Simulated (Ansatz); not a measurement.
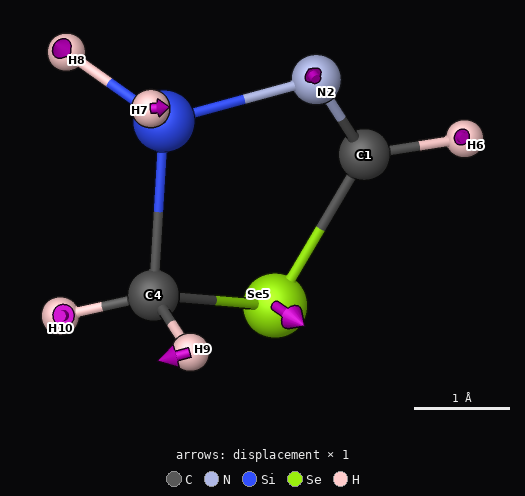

A relaxation of C2H5NSeSi (coarse preliminary run). The starting structure is drawn; purple arrows show the displacements, at their true length. The two geometries are superimposed by the best rigid fit.

The picture is a ball-and-stick view, seen at a tilt.

The start comes from a force field.

The calculation used RKS PBE-D4/def2-SVP (Ansatz 0.2.0). Set-up: force threshold 0.03 eV/Å; at most 200 steps.

Atoms of which element are displaced furthest, and by how much?

Answer. Selenium: up to 0.53 Å, against 0.37 Å for hydrogen.

What did the optimiser do to the structure, and how much energy did it gain?

Answer. The energy falls by 36.6 kJ/mol in 7 accepted moves (9 points after the start). The largest force component goes from 3.2 to 0.014 eV/Å. The line search rejected the trial steps at points 5, 8 of the run. The forces were under the threshold at step 6, but the run went on from there. The atom that moves furthest after the best rigid fit is the Se atom (0.53 Å). By element the largest moves are Se 0.53 Å, H 0.37 Å, N 0.20 Å, Si 0.06 Å, C 0.05 Å. Some distances before and after: H–Si 1.432 → 1.502 Å, C–N 1.224 → 1.273 Å, C–H 1.067 → 1.108 Å, C–Si 1.887 → 1.925 Å. Among the angles between lasting bonds that change: H–C–H 118.1° → 108.7°, Si–C–Se 101.1° → 106.2°, C–Si–H 107.9° → 112.2°. Groups turn about C–Si by about 25°, C–Se by about 25°. Cost: 13 s on 4 threads of Arm Neoverse V2 (shared host).
